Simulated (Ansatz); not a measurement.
# Dielectric response of BaTiO3 (001), BaO faces films, part 2 of 4

How well do thin perovskite BaTiO3 (001), BaO faces films screen a perpendicular field?

Ansatz 0.2.0; plane-wave DFT, PBE, Ansatz PAW (the session's first sound run).

So far. Step 2 (Relaxing the slab, 12 atoms, units 2): The gap is 1.94 eV, with the valence edge 3.25 eV and the conduction edge 1.32 eV under the upper vacuum level.

## Step 3: Single point, 12 atoms, units 2, field 0.1 V/Å

A sawtooth potential applies the field, turning back in the middle of the vacuum. With the dipole correction the typed value is the field outside the slab. The induced dipole is small, so the SCF threshold is tight.

Contents of input.yaml:

```yaml
crystal:
  lattice:
    - [4.0, 0.0, 0.0]
    - [0.0, 4.0, 0.0]
    - [0.0, 0.0, 26.0]
  atoms:
    - { symbol: Ba, position: [0.0, 0.0, 0.3482426939] }
    - { symbol: O, position: [0.5, 0.5, 0.3463997305] }
    - { symbol: Ti, position: [0.5, 0.5, 0.4204113443] }
    - { symbol: O, position: [0.0, 0.5, 0.4209819655] }
    - { symbol: O, position: [0.5, 0.0, 0.4209819655] }
    - { symbol: Ba, position: [0.0, 0.0, 0.5000000003] }
    - { symbol: O, position: [0.5, 0.5, 0.5000000002] }
    - { symbol: Ti, position: [0.5, 0.5, 0.5795886555] }
    - { symbol: O, position: [0.0, 0.5, 0.5790180345] }
    - { symbol: O, position: [0.5, 0.0, 0.5790180345] }
    - { symbol: Ba, position: [0.0, 0.0, 0.6517573061] }
    - { symbol: O, position: [0.5, 0.5, 0.6536002692] }
kpoints:
  mp_grid: { grid: [8, 8, 1] }
hamiltonian:
  xc: pbe
scf:
  occupations: { method: fixed }
  convergence: { dr2_threshold: 1.0e-10 }
efield:
  axis: 3
  dipole_correction: true
  ramp_position: 0.97
  ramp_width: 0.06
  amplitude: 0.1
output:
  write_potential: true
  write_density: true
  volumetric_format: npy
```

The run is started by

```bash
$ ansatz run input.yaml --threads 4 --pin off --max-ram 12288MiB --backend cpu --events-out ev --progress --plain --runs-dir out
```

Numbers of over 12 decimals in the logs are rounded to 6 here.

Log:

```text
[...]
Crystal: 12 atoms, lattice volume = 416.000 Å³
Basis set: ecut = 420 eV, 8151 PW (Γ)
Bands: 60, of which v1, the nominal top of the filled ones, is band 48 counted from 1 (47 counted from 0)
Symmetry: 8 space group operations
k-points: 15 of 64
[...]
SCF iter   1: F=—  HF=-26856.014713 eV  |F-HF|=—  |Δ(HF+E_count)|=         —  Δρ=1.13e-1  dr2=6.44e1  ethr=3.10e-3  p=0.105 e·Å  D=4.56e-2 V/Å  ΔV_dip=-1.19 eV  dr2_dipole=2.16e-3  V_vac-E_F(+/−)=13.71/12.52 eV  ⟨swp⟩=6.5  Hψ=3743  notcnv=0  defer=135
[...]
SCF iter  17: F=-26838.489427 eV  HF=-26838.489427 eV  |F-HF|=1.06e-10  |Δ(HF+E_count)|=  2.00e-10  Δρ=1.30e-7  dr2=5.54e-11  ethr=1.00e-12  p=0.082 e·Å  D=3.57e-2 V/Å  ΔV_dip=-0.93 eV  dr2_dipole=2.19e-13  V_vac-E_F(+/−)=3.95/2.50 eV  ⟨swp⟩=20.4  Hψ=5269  notcnv=0
SCF 1 converged in 17 iterations: F = -26838.489427 eV  dr2 = 5.54e-11
[...]
SCF converged after 17 iterations
[...]
Free energy (F): -26838.489427 eV
[...]
Internal energy: -26838.489427 eV  (E = F + TS)
E sigma→0 (E₀):  -26838.489427 eV
Fermi energy:    2.143328 eV
Dipole field:    D = 0.035701 V/Å  (p = 0.082075 e·Å, saw-weighted, corrected)
Work function:   not extracted (applied field tilts the vacuum); planar V_es + V_field profile in the machine report
[...]
--- Band table (eV; the first three rows and the last of 15) ---
  k-point 0: bands = [... 44 lower, 1.6392, 1.8326, 2.0997, 2.0997, 4.0618, 4.1433, 4.3478, 4.8060, ... 8 higher]
  k-point 1: bands = [... 44 lower, 1.5040, 1.7780, 2.0015, 2.0035, 4.3576, 4.4320, 4.4816, 4.8213, ... 8 higher]
  k-point 2: bands = [... 44 lower, 1.3390, 1.7955, 1.8928, 2.0425, 4.8509, 4.8755, 4.9779, 5.0486, ... 8 higher]
  k-point 14: bands = [... 44 lower, 1.9269, 1.9937, 2.1402, 2.1402, 6.0883, 6.0883, 6.2278, 6.3343, ... 8 higher]
```

Elapsed: 21 s, on 4 threads of Arm Neoverse V1, shared host; peak memory 1.1 GiB; 82 s of CPU time.

Numbers from this step:

| Property | Result |
| --- | --- |
| gap on the k-mesh | 1.918 eV |
| dipole along the normal | 0.08208 e·Å |

The dipole is 0.0821 e·Å, and the gap on the mesh 1.918 eV.

## Step 4: Single point, 12 atoms, units 2, field -0.1 V/Å

Edit input.yaml of step 3 so:

```diff
@@ -30,3 +30,3 @@
   ramp_width: 0.06
-  amplitude: 0.1
+  amplitude: -0.1
 output:
```

Log:

```text
[...]
Crystal: 12 atoms, lattice volume = 416.000 Å³
Basis set: ecut = 420 eV, 8151 PW (Γ)
Bands: 60, of which v1, the nominal top of the filled ones, is band 48 counted from 1 (47 counted from 0)
Symmetry: 8 space group operations
k-points: 15 of 64
[...]
k-point 0: bands = [... 44 lower, 1.6392, 1.8326, 2.0997, 2.0997, 4.0618, 4.1433, 4.3478, 4.8060, ... 8 higher]
  k-point 1: bands = [... 44 lower, 1.5040, 1.7780, 2.0015, 2.0035, 4.3576, 4.4320, 4.4816, 4.8213, ... 8 higher]
  k-point 2: bands = [... 44 lower, 1.3390, 1.7955, 1.8928, 2.0425, 4.8509, 4.8755, 4.9779, 5.0486, ... 8 higher]
  k-point 14: bands = [... 44 lower, 1.9269, 1.9937, 2.1402, 2.1402, 6.0883, 6.0883, 6.2278, 6.3343, ... 8 higher]
[key lines of the parts left out:]
SCF converged after 17 iterations
Free energy (F): -26838.489427 eV
Fermi energy:    2.143328 eV
Dipole field:    D = -0.035701 V/Å  (p = -0.082075 e·Å, saw-weighted, corrected)
```

The job ended after 21 s (4 threads; peak memory 1.1 GiB).

The dipole is -0.0821 e·Å, and the gap on the mesh 1.918 eV.

## Step 5: Response with the atoms held, 12 atoms, units 2

This step: plane-wave DFT, PBE, Ansatz PAW; response to a field along the normal, atoms held (Ansatz 0.2.0).

The two fields give this film's response with the atoms held: the electronic part.

This step gave:

* equivalent conductor thickness p/(ε₀AE): 9.282 Å
* distance between the outer atoms: 7.987 Å
* thickness: 10 Å

Local field over the applied field, running mean. From the potentials at -0.1 and 0.1 V/Å; running mean over 4 Å, taken twice. Table of local field over applied field by z:

```tsv
z (Å)	local field over applied field
6	0.836
8	0.499
10	0.216
12	0.145
14	0.145
16	0.216
18	0.499
20	0.836
```

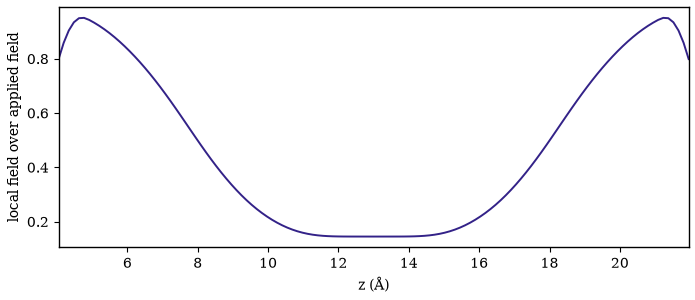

Local field over applied field, plotted against z.

The induced electron density oscillates, so the rows of the table below give means over windows of 1 Å about each position, cut where the curve ends. Its maxima inside the range that stand out by 2 % of the span (Å: e/Å³ per V/Å): 8.1: 0.00350, 9.1: 0.00119, 10.4: 9.9e-4, 12.3: 0.00130, 13.1: 8.7e-5, 14.6: 0.00141, 16.3: 0.00108, 17.2: -4.1e-4. Its minima: 8.8: 4.1e-4, 9.7: -0.00108, 11.4: -0.00141, 12.9: -8.7e-5, 13.7: -0.00130, 15.6: -9.9e-4, 16.9: -0.00119, 17.9: -0.00350.

Electrons, planar mean, per unit field. Induced electron density against z; means over each step:

```tsv
z (Å)	induced electron density (e/Å³ per V/Å)
5	5.6e-5
6	2.8e-4
7	0.00123
8	0.00294
9	6.3e-4
10	-2.5e-4
11	-3.7e-4
12	3.1e-4
13	-7.2e-8
14	-3.1e-4
15	3.7e-4
16	2.5e-4
17	-6.3e-4
18	-0.00294
19	-0.00123
20	-2.8e-4
21	-5.6e-5
```

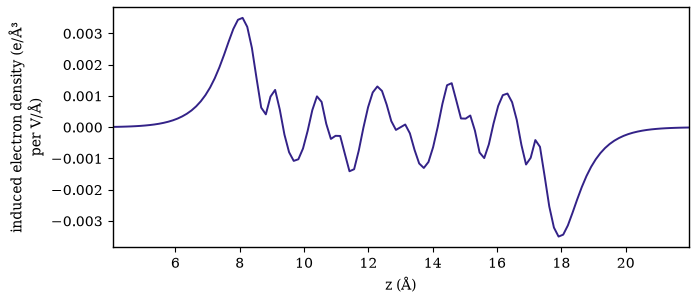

Induced electron density, plotted against z.

By hand: between -0.1 and 0.1 V/Å the dipole changes by 0.1642 e·Å, a slope of 0.8208 e·Å²/V. A perfect conductor of thickness t has p = ε₀AEt, so t = 180.95 × 0.8208 / 16.000 = 9.28 Å (e/ε₀ = 180.95 V·Å, A in Å²).

The induced dipole is that of a conductor 9.28 Å thick.

## Step 6: Field on, atoms free, 12 atoms, field 0.03 V/Å

This step: plane-wave DFT, PBE, Ansatz PAW (Ansatz 0.2.0).

Now the atoms may follow the field. A weak field makes forces of meV/Å to tens of meV/Å, so the force tolerance is set well below the usual one.

Edit input.yaml of step 4 so:

```diff
@@ -30,3 +30,6 @@
   ramp_width: 0.06
-  amplitude: -0.1
+  amplitude: 0.03
+relax:
+  f_tol: 0.0006
+  max_steps: 70
 output:
```

Log:

```text
[...]
Crystal: 12 atoms, lattice volume = 416.000 Å³
Basis set: ecut = 420 eV, 8151 PW (Γ), exchange–correlation on 54×54×360 points (8 copies of the dense FFT grid, shifted against one another)
Bands: 60, of which v1, the nominal top of the filled ones, is band 48 counted from 1 (47 counted from 0)
Symmetry: 8 space group operations
k-points: 15 of 64
[...]
SCF iter   1: F=—  HF=-26856.005804 eV  |F-HF|=—  |Δ(HF+E_count)|=         —  Δρ=1.13e-1  dr2=6.45e1  ethr=3.10e-3  p=0.031 e·Å  D=1.37e-2 V/Å  ΔV_dip=-0.36 eV  dr2_dipole=1.97e-4  V_vac-E_F(+/−)=13.32/12.96 eV  ⟨swp⟩=6.5  Hψ=3677  notcnv=0  defer=131
[...]
SCF iter  17: F=-26838.484705 eV  HF=-26838.484705 eV  |F-HF|=2.55e-11  |Δ(HF+E_count)|=  2.29e-10  Δρ=7.58e-8  dr2=2.12e-11  ethr=1.00e-12  p=0.025 e·Å  D=1.07e-2 V/Å  ΔV_dip=-0.28 eV  dr2_dipole=8.11e-13  V_vac-E_F(+/−)=3.46/3.03 eV  ⟨swp⟩=7.0  Hψ=4665  notcnv=0
SCF 1 converged in 17 iterations: F = -26838.484705 eV  dr2 = 2.12e-11
[...]
relax step   1: F+E_penalty+E_count = -26838.48470526 eV  Δ(F+E_penalty+E_count) = +0.000e0 eV  max|allowed force component| = 3.271e-2 eV/Å  Δτ_max = 0.0000 Å  (17 SCF iters, accepted)
[...]
SCF iter  11: F=-26838.483888 eV  HF=-26838.483888 eV  |F-HF|=0.00e0  |Δ(HF+E_count)|=  1.46e-11  Δρ=1.02e-7  dr2=2.35e-11  ethr=1.00e-12  p=0.040 e·Å  D=1.74e-2 V/Å  ΔV_dip=-0.45 eV  dr2_dipole=1.02e-13  V_vac-E_F(+/−)=3.38/3.12 eV  ⟨swp⟩=7.0  Hψ=4677  notcnv=0
SCF 2 converged in 11 iterations: F = -26838.483888 eV  dr2 = 2.35e-11
[...]
relax step   2: F+E_penalty+E_count = -26838.48388827 eV  Δ(F+E_penalty+E_count) = +8.170e-4 eV  max|allowed force component| = 8.159e-2 eV/Å  Δτ_max = 0.0095 Å  (11 SCF iters, rejected (line search))
SCF iter   1: F=—  HF=-26838.484865 eV  |F-HF|=—  |Δ(HF+E_count)|=         —  Δρ=2.42e-4  dr2=1.20e-3  ethr=1.44e-5  p=0.040 e·Å  D=1.74e-2 V/Å  ΔV_dip=-0.45 eV  dr2_dipole=6.87e-4  V_vac-E_F(+/−)=3.38/3.12 eV  ⟨swp⟩=4.6  Hψ=1627  notcnv=0  defer=149
[...]
SCF iter  10: F=-26838.484754 eV  HF=-26838.484754 eV  |F-HF|=8.00e-11  |Δ(HF+E_count)|=  1.67e-10  Δρ=1.49e-7  dr2=7.32e-11  ethr=1.00e-12  p=0.028 e·Å  D=1.21e-2 V/Å  ΔV_dip=-0.31 eV  dr2_dipole=1.41e-12  V_vac-E_F(+/−)=3.45/3.05 eV  ⟨swp⟩=7.1  Hψ=4875  notcnv=0
SCF 3 converged in 10 iterations: F = -26838.484754 eV  dr2 = 7.32e-11
relax step   3: F+E_penalty+E_count = -26838.48475447 eV  Δ(F+E_penalty+E_count) = -4.921e-5 eV  max|allowed force component| = 1.486e-2 eV/Å  Δτ_max = 0.0016 Å  (10 SCF iters, accepted)
[...]
relax step   4: F+E_penalty+E_count = -26838.48475816 eV  Δ(F+E_penalty+E_count) = -3.691e-6 eV  max|allowed force component| = 1.156e-2 eV/Å  Δτ_max = 0.0002 Å  (7 SCF iters, accepted)
[...]
relax step   5: F+E_penalty+E_count = -26838.48477184 eV  Δ(F+E_penalty+E_count) = -1.368e-5 eV  max|allowed force component| = 2.274e-3 eV/Å  Δτ_max = 0.0007 Å  (8 SCF iters, accepted)
SCF iter   1: F=—  HF=-26838.484555 eV  |F-HF|=—  |Δ(HF+E_count)|=         —  Δρ=1.47e-5  dr2=1.41e-6  ethr=5.25e-8  p=0.029 e·Å  D=1.27e-2 V/Å  ΔV_dip=-0.33 eV  dr2_dipole=3.52e-8  V_vac-E_F(+/−)=3.44/3.05 eV  ⟨swp⟩=2.3  Hψ=1417  notcnv=0  defer=80
[...]
SCF iter   7: F=-26838.484773 eV  HF=-26838.484773 eV  |F-HF|=4.00e-11  |Δ(HF+E_count)|=  3.64e-12  Δρ=9.61e-8  dr2=3.01e-11  ethr=1.00e-12  p=0.029 e·Å  D=1.27e-2 V/Å  ΔV_dip=-0.33 eV  dr2_dipole=1.76e-12  V_vac-E_F(+/−)=3.44/3.05 eV  ⟨swp⟩=7.0  Hψ=4804  notcnv=0
SCF 6 converged in 7 iterations: F = -26838.484773 eV  dr2 = 3.01e-11
relax step   6: F+E_penalty+E_count = -26838.48477295 eV  Δ(F+E_penalty+E_count) = -1.110e-6 eV  max|allowed force component| = 5.816e-4 eV/Å  Δτ_max = 0.0003 Å  (7 SCF iters, accepted)
NSCF: frozen V_eff on 15 k-points
the band table was solved once a step of the walk had ended and its energy, with any forces and stress, was formed, with the checks that follow a solve (5081 applications of the Hamiltonian). They found nothing against the state; the energy, forces and stress were not computed again (output.eigenvalues in the input reference)
[...]
SCF converged after 7 iterations
[...]
Free energy (F): -26838.484773 eV
[...]
Internal energy: -26838.484773 eV  (E = F + TS)
E sigma→0 (E₀):  -26838.484773 eV
Fermi energy:    2.141832 eV
Dipole field:    D = 0.012659 V/Å  (p = 0.029102 e·Å, saw-weighted, corrected)
Work function:   not extracted (applied field tilts the vacuum); planar V_es + V_field profile in the machine report
[...]
--- Forces (eV/Å), atoms counted from 1 ---
  atom   1  Ba    -0.00000000     0.00000000    -0.00020434
  atom   2  O      0.00000000     0.00000000    -0.00016086
  atom   3  Ti    -0.00000000     0.00000000    -0.00052005
  atom   4  O      0.00000000     0.00000000     0.00020440
  atom   5  O      0.00000000     0.00000000     0.00020440
  atom   6  Ba    -0.00000000     0.00000000    -0.00022613
  atom   7  O     -0.00000000     0.00000000     0.00033975
  atom   8  Ti     0.00000000     0.00000000    -0.00058149
  atom   9  O     -0.00000000     0.00000000     0.00052884
  atom  10  O     -0.00000000     0.00000000     0.00052884
  atom  11  Ba    -0.00000000     0.00000000     0.00038504
  atom  12  O     -0.00000000     0.00000000    -0.00049695
  max |Σ_I F_I| component: 1.45e-6 eV/Å
--- Band table (eV; the first three rows and the last of 15) ---
  k-point 0: bands = [... 44 lower, 1.6410, 1.8318, 2.0979, 2.0979, 4.0787, 4.1271, 4.5472, 4.6778, ... 8 higher]
  k-point 1: bands = [... 44 lower, 1.5057, 1.7775, 1.9994, 2.0019, 4.3773, 4.4131, 4.6826, 4.7976, ... 8 higher]
  k-point 2: bands = [... 44 lower, 1.3354, 1.7942, 1.8966, 2.0379, 4.8530, 5.0000, 5.0272, 5.0733, ... 8 higher]
  k-point 14: bands = [... 44 lower, 1.9512, 1.9689, 2.1383, 2.1383, 6.0939, 6.0939, 6.2388, 6.3304, ... 8 higher]
--- Relaxed structure (6 steps of the walk, 5 accepted, 0 SCFs on fresh bases) ---
  F+E_penalty+E_count = -26838.48477295 eV   max|allowed force component| = 5.816e-4 eV/Å
  atoms:
    - { symbol: Ba, position: [0, 0.0, 0.348296] }
    - { symbol: O, position: [0.5, 0.5, 0.346381] }
    - { symbol: Ti, position: [0.5, 0.5, 0.420443] }
    - { symbol: O, position: [0, 0.5, 0.420981] }
    - { symbol: O, position: [0.5, 0.0, 0.420981] }
    - { symbol: Ba, position: [0, 0.0, 0.500009] }
    - { symbol: O, position: [0.5, 0.5, 0.499955] }
    - { symbol: Ti, position: [0.5, 0.5, 0.579602] }
    - { symbol: O, position: [0, 0.5, 0.579003] }
    - { symbol: O, position: [0.5, 0.0, 0.579003] }
    - { symbol: Ba, position: [0, 0.0, 0.651781] }
    - { symbol: O, position: [0.5, 0.5, 0.653565] }
```

Wall time 62 s (4 threads); peak memory 0.98 GiB; 4.1 min of CPU time.

No atom moved by 0.005 Å in the relaxation.

This step gave:

```yaml
gap_on_the_k_mesh: 1.937 eV
dipole_along_the_normal: 0.02910 e·Å
```

The relaxation took 6 steps and lowered the energy by 6.8e-5 eV; the largest force on the free atoms ends at 5.8e-4 eV/Å.

The dipole is 0.0291 e·Å, and the gap on the mesh 1.937 eV.

## Step 7: Field on, atoms free, 12 atoms, field -0.03 V/Å

The opposite sign, again from the field-free geometry; the difference of the two cancels what relaxes without a field.

Edit input.yaml of step 6 so:

```diff
@@ -30,3 +30,3 @@
   ramp_width: 0.06
-  amplitude: 0.03
+  amplitude: -0.03
 relax:
```

Log:

```text
[...]
Crystal: 12 atoms, lattice volume = 416.000 Å³
Basis set: ecut = 420 eV, 8151 PW (Γ), exchange–correlation on 54×54×360 points (8 copies of the dense FFT grid, shifted against one another)
Bands: 60, of which v1, the nominal top of the filled ones, is band 48 counted from 1 (47 counted from 0)
Symmetry: 8 space group operations
k-points: 15 of 64
[...]
- { symbol: Ti, position: [0.5, 0.5, 0.420399] }
    - { symbol: O, position: [0, 0.5, 0.420995] }
    - { symbol: O, position: [0.5, 0.0, 0.420995] }
    - { symbol: Ba, position: [0, 0.0, 0.499991] }
    - { symbol: O, position: [0.5, 0.5, 0.500044] }
    - { symbol: Ti, position: [0.5, 0.5, 0.579559] }
    - { symbol: O, position: [0, 0.5, 0.579019] }
    - { symbol: O, position: [0.5, 0.0, 0.579019] }
    - { symbol: Ba, position: [0, 0.0, 0.651705] }
    - { symbol: O, position: [0.5, 0.5, 0.653621] }
[key lines of the parts left out:]
SCF converged after 6 iterations
Free energy (F): -26838.484773 eV
Fermi energy:    2.141903 eV
Dipole field:    D = -0.012648 V/Å  (p = -0.029077 e·Å, saw-weighted, corrected)
```

Wall time 70 s (4 threads); peak memory 0.98 GiB; 4.6 min of CPU time.

No atom moved by 0.005 Å in the relaxation.

The relaxation took 7 steps and lowered the energy by 6.8e-5 eV; the largest force on the free atoms ends at 1.8e-4 eV/Å.

The dipole is -0.0291 e·Å, and the gap on the mesh 1.937 eV.

## Step 8: Response with the atoms relaxed, 12 atoms, units 2

This step: plane-wave DFT, PBE, Ansatz PAW; response to a field along the normal, atoms relaxed (Ansatz 0.2.0).

The two relaxed runs give the static response.

This step gave:

```yaml
equivalent_conductor_thickness_p_eps_0ae: 10.97 Å
```

Local field over the applied field, running mean. From the potentials at -0.03 and 0.03 V/Å; running mean over 4 Å, taken twice. Local field over applied field against z:

```tsv
z (Å)	local field over applied field
5	0.944
6	0.820
7	0.635
8	0.402
9	0.173
10	0.0531
11	-0.00466
12	-0.00583
13	0.0221
14	-0.00575
15	-0.00223
16	0.0546
17	0.177
18	0.403
19	0.636
20	0.820
21	0.943
```

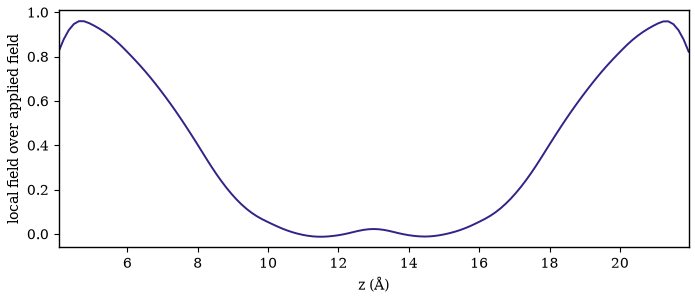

Local field over applied field against z.

The induced dipole is that of a conductor 10.97 Å thick.

## Step 9: Relaxing the slab, 17 atoms, units 3

This step: plane-wave DFT, PBE, Ansatz PAW (Ansatz 0.2.0).

System of this step: BaTiO3 (001), BaO faces, 3 units. The cell holds 17 atoms: 4 Ba, 10 O and 3 Ti. Cell: a = 4.000 Å, b = 4.000 Å, c = 30.000 Å, α = 90.0°, β = 90.0°, γ = 90.0°. It derives from BaTiO3 (perovskite BaTiO3). Vacuum lies along c.

The next thickness, treated alike, so that differences show the interior and the faces cancel.

Contents of input.yaml:

```yaml
crystal:
  lattice:
    - [4.0, 0.0, 0.0]
    - [0.0, 4.0, 0.0]
    - [0.0, 0.0, 30.0]
  atoms:
    - { symbol: Ba, position: [0.0, 0.0, 0.3] }
    - { symbol: O, position: [0.5, 0.5, 0.3] }
    - { symbol: Ti, position: [0.5, 0.5, 0.3666666667] }
    - { symbol: O, position: [0.0, 0.5, 0.3666666667] }
    - { symbol: O, position: [0.5, 0.0, 0.3666666667] }
    - { symbol: Ba, position: [0.0, 0.0, 0.4333333333] }
    - { symbol: O, position: [0.5, 0.5, 0.4333333333] }
    - { symbol: Ti, position: [0.5, 0.5, 0.5] }
    - { symbol: O, position: [0.0, 0.5, 0.5] }
    - { symbol: O, position: [0.5, 0.0, 0.5] }
    - { symbol: Ba, position: [0.0, 0.0, 0.5666666667] }
    - { symbol: O, position: [0.5, 0.5, 0.5666666667] }
    - { symbol: Ti, position: [0.5, 0.5, 0.6333333333] }
    - { symbol: O, position: [0.0, 0.5, 0.6333333333] }
    - { symbol: O, position: [0.5, 0.0, 0.6333333333] }
    - { symbol: Ba, position: [0.0, 0.0, 0.7] }
    - { symbol: O, position: [0.5, 0.5, 0.7] }
kpoints:
  mp_grid: { grid: [8, 8, 1] }
hamiltonian:
  xc: pbe
scf:
  occupations: { method: fixed }
  convergence: { dr2_threshold: 1.0e-09 }
efield:
  axis: 3
  dipole_correction: true
  ramp_position: 0.97
  ramp_width: 0.06
relax:
  f_tol: 0.003
  max_steps: 100
output:
  eigenvalues: true
  write_potential: true
  write_density: true
  volumetric_format: npy
  elf: true
```

Log:

```text
[...]
Crystal: 17 atoms, lattice volume = 480.000 Å³
Basis set: ecut = 420 eV, 9405 PW (Γ), exchange–correlation on 54×54×432 points (8 copies of the dense FFT grid, shifted against one another)
Bands: 85, of which v1, the nominal top of the filled ones, is band 68 counted from 1 (67 counted from 0)
Symmetry: 8 space group operations
k-points: 15 of 64
[...]
- { symbol: O, position: [0, 0.5, 0.500000] }
    - { symbol: O, position: [0.5, 0.0, 0.500000] }
    - { symbol: Ba, position: [0, 0.0, 0.566486] }
    - { symbol: O, position: [0.5, 0.5, 0.567075] }
    - { symbol: Ti, position: [0.5, 0.5, 0.636551] }
    - { symbol: O, position: [0, 0.5, 0.635908] }
    - { symbol: O, position: [0.5, 0.0, 0.635908] }
    - { symbol: Ba, position: [0, 0.0, 0.698653] }
    - { symbol: O, position: [0.5, 0.5, 0.700433] }
[key lines of the parts left out:]
SCF converged after 8 iterations
Free energy (F): -36998.070396 eV
Fermi energy:    3.423001 eV
Dipole field:    D = 0.000001 V/Å  (p = 0.000001 e·Å, saw-weighted, corrected)
Work function:   Φ+ = 3.0173 eV   Φ− = 3.0173 eV
```

The job ended after 3 min (4 threads; peak memory 1.4 GiB; 12 min of CPU time).

Step by step:

```tsv
step	energy less that of the first step (eV)	largest force component (eV/Å)
1	0.0000	1.0156
2	0.1402	1.4553
3	-0.1187	0.3676
4	-0.1366	0.2266
5	-0.1411	0.0229
6	-0.1412	0.0006
```

Relaxation step 2 was tried and not accepted.

Forces are held to the 8 operations that the run works with; a distortion that breaks them can't arise in this run.

The atoms that moved most (Å):

```tsv
atom	dx	dy	dz	length
Ti13	0.000	0.000	0.097	0.097
Ti3	0.000	0.000	-0.097	0.097
O5	0.000	0.000	-0.077	0.077
O4	0.000	0.000	-0.077	0.077
O14	0.000	0.000	0.077	0.077
O15	0.000	0.000	0.077	0.077
Ba1	0.000	0.000	0.040	0.040
Ba16	0.000	0.000	-0.040	0.040
```

The relaxation took 6 steps and lowered the energy by 0.14 eV; the largest force on the free atoms ends at 5.8e-4 eV/Å.

The gap is 1.73 eV, with the valence edge 3.02 eV and the conduction edge 1.28 eV under the upper vacuum level.

[end of part 2 of 4]

[Logs are printed without paths, hosts, clocks, repeated set-up lines and the standing remarks that a program may print on its own settings, such as how far it seeks lower states.]

[Hosts, paths, dates, database ids (printed as entryN), source tags and the programs' standing remarks are cut or masked in the printed files.]

[Maps of the electrostatic potential energy from Ansatz leave out the sawtooth potential of an applied field or a dipole correction, so their vacuum need not be flat; planar profiles and work functions include it.]
